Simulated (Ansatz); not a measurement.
**Strength of the C–Si bond: C2H11NSi2 → CH8NSi2 + CH3**

Species: C2H11NSi2 `C[SiH2]N(C)[SiH3]`, singlet; CH8NSi2 `CN([SiH2])[SiH3]`, doublet; CH3 `[CH3]`, doublet. 

Shapes, held fixed at every level: PBE0-D4/def2-TZVP. Flexible molecules stand in one conformer, not always the lowest. Programs: Ansatz 0.2.0. The zero-point and thermal change to 298 K, harmonic and unscaled (PBE0-D4/def2-TZVP), is -17.1 kJ/mol.

```csv
level,kind,ΔH(298 K) (kJ/mol),less CCSD(T)/CBS estimate
HF/def2-TZVPP,Hartree–Fock,+263.9,-111.6
r2SCAN0-D4/def2-TZVPP,global hybrid,+344.5,-31.0
wB97M-V/def2-TZVPP,range-separated hybrid,+380.1,+4.6
wB97X-V/def2-TZVPP,range-separated hybrid,+377.9,+2.4
CCSD/def2-SVP,coupled cluster or CI,+347.9,-27.6
CCSD(T)/def2-TZVPP,coupled cluster or CI,+365.5,-10.0
CCSD/def2-TZVPP,coupled cluster or CI,+358.2,-17.3
CCSD(T)/CBS estimate,coupled cluster or CI,+375.5,0.0
```

The highest level, CCSD(T)/CBS estimate, gives ΔH(298 K) = +375.5 kJ/mol; the levels span +263.9 to +380.1. The column of differences is taken from that level and isn't an error. Hartree–Fock misses the correlation of the pair that is broken and comes out low. No measured value is set beside it here. Open shells run unrestricted. The CBS estimate extrapolates MP2 from def2-TZVPP and def2-QZVPP and adds CCSD(T) − MP2 in the triple-zeta set, cores frozen.

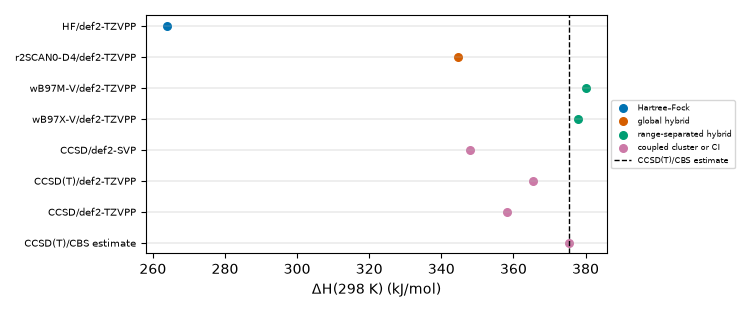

The values of the table, level by level.
